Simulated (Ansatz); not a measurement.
AlFH₂InN (SMILES [F][AlH][NH][In])

The calculation's input:

```
basis:
  gaussian: {orbitals: def2-TZVPD}
crystal:
  periodic: [false, false, false]
  atoms:
    - {symbol: Al, position_ang: [-0.511447, -1.835686, 0.319537]}
    - {symbol: F, position_ang: [-0.080698, -2.696901, -1.046312]}
    - {symbol: In, position_ang: [-1.887290, 1.053977, 1.792978]}
    - {symbol: N, position_ang: [-1.252001, -0.234934, 0.225152]}
    - {symbol: H, position_ang: [-1.407496, 0.147930, -0.710624]}
    - {symbol: H, position_ang: [-0.231038, -2.508982, 1.722395]}
magnetization: {spin_polarized: false, initial_magnetization: 0}
hamiltonian: {xc: pbe0}
output: {forces: true, orbitals: {seedname: orbitals}}
```

Command:

```sh
ansatz run input.yaml --threads 2 --pin off --max-ram 4350MiB --events-out events.jsonl --progress --plain --runs-dir runs
```

Geometry: PBE0-D3(BJ)/def2-SVP; core potentials replace the inner electrons of In.

These are results of isolated molecule in a Gaussian basis; Kohn-Sham density functional theory, functional PBE0 in Ansatz 0.2.0, not measurements.

Question: What can the converged electron density and electron localisation function tell about the bonding?

Answer: Al–F (1.67 Å): ρ is about 0.87 e/Å³ halfway; the ELF peaks at about 0.85 in the valence shell of F, 0.6 Å from its nucleus, and is about 0.40 at the midpoint.
Al–N (1.77 Å): ρ at the midpoint is about 0.87 e/Å³; the ELF peaks at about 0.90 in the valence shell of N, 0.7 Å from its nucleus, and is about 0.65 at the midpoint.
In–N (2.13 Å): ρ at the midpoint is about 0.62 e/Å³; the ELF peaks at about 0.85 in the valence shell of N, 0.6 Å from its nucleus, and drops to about 0.15 between the two atoms.
N–H (1.02 Å): ρ at the midpoint is about 2.7 e/Å³; the ELF climbs to about 1 towards the hydrogen, as it does in any bond to H; an ordinary covalent bond to hydrogen.

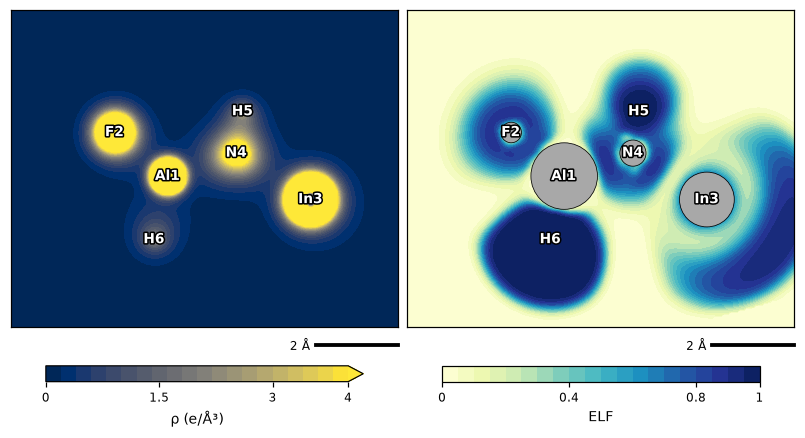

Computed electron density and electron localisation function on the molecular plane, in this order. Grey discs cover the atomic cores in the ELF map. 
